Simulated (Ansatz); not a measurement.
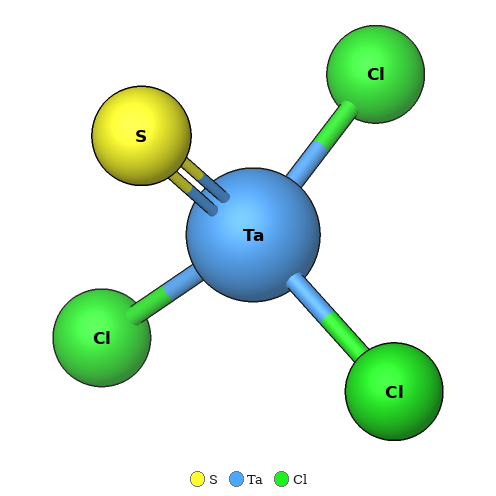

Ball-and-stick drawing of a structure. Multiple sticks mark multiple bonds (one Kekulé form).

The species is neutral and a spin singlet. Computed geometry: PBE0-D4/def2-TZVP optimisation.

Description:

It has 5 atoms: 1 tantalum, 1 sulfur and 3 chlorine (TaSCl3). Its SMILES string is `[S]=[Ta]([Cl])([Cl])[Cl]`. The point group is C3v. Coordination: 1 Ta tetrahedral.

More results for the same structure follow; atom numbers are the same in all pictures, views and colours differ.

## Geometry

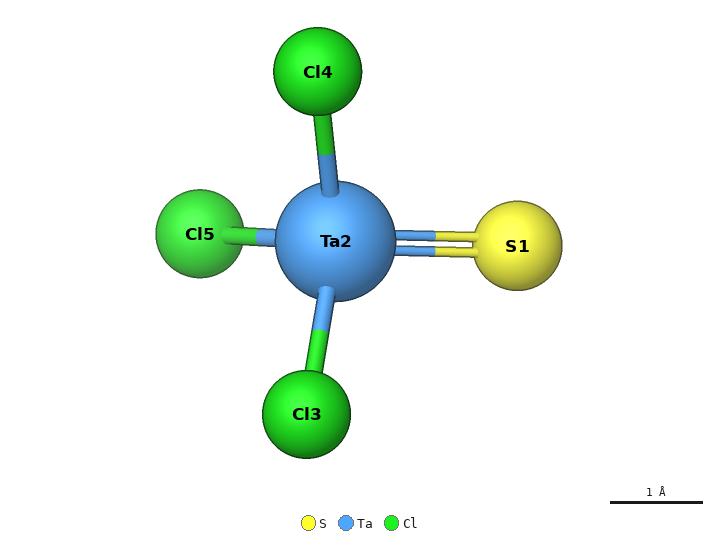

Atoms carry their numbers in the input.

Give the bond lengths.

```json
{"bond": "S1–Ta2", "length (Å)": "2.138"}
{"bond": "Ta2–Cl3", "length (Å)": "2.270"}
{"bond": "Ta2–Cl4", "length (Å)": "2.270"}
{"bond": "Ta2–Cl5", "length (Å)": "2.270"}
```

## Electronic properties

Properties computed with RKS r2SCANh-D4/def2-TZVPP, core potentials on Ta (Ansatz 0.2.0).

> What is the LUMO energy (Kohn–Sham orbital)?

−3.26 eV.

> Give the HOMO energy (Kohn–Sham orbital) at this level.

−7.85 eV.

## Charges

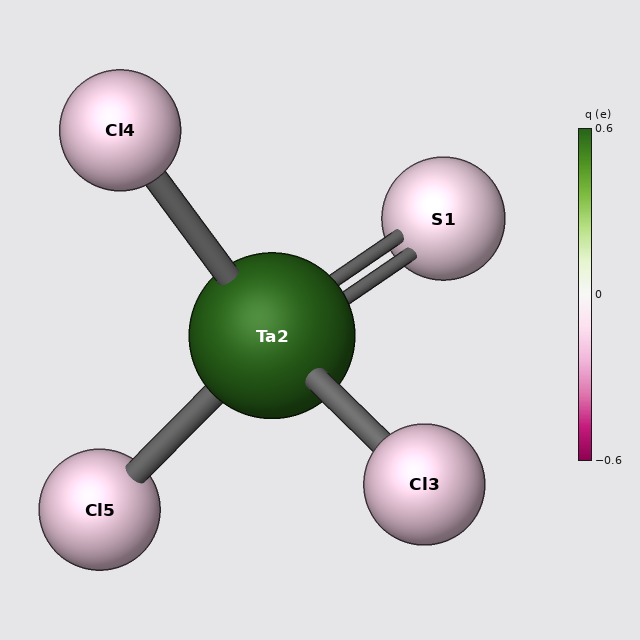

Atoms are coloured by their Mulliken charges. Properties computed with RKS ωB97M-V/def2-TZVPP, core potentials on Ta (Ansatz 0.2.0).

List the Mulliken charges.

```json
{"atom": "S1", "value (e)": "−0.13"}
{"atom": "Ta2", "value (e)": "0.59"}
{"atom": "Cl3", "value (e)": "−0.15"}
{"atom": "Cl4", "value (e)": "−0.15"}
{"atom": "Cl5", "value (e)": "−0.15"}
```

## Vibrations

Harmonic vibrations computed with RKS PBE0-D4/def2-TZVP, core potentials on Ta (Ansatz 0.2.0) at a stationary point of the same level.

> How many vibrational modes are there, and where do they lie?

9 modes: 106, 106, 124, 148, 148, 404, 416, 416, 561 cm⁻¹.

Mulliken values depend strongly on the basis set and can even reverse the polarity of a bond.
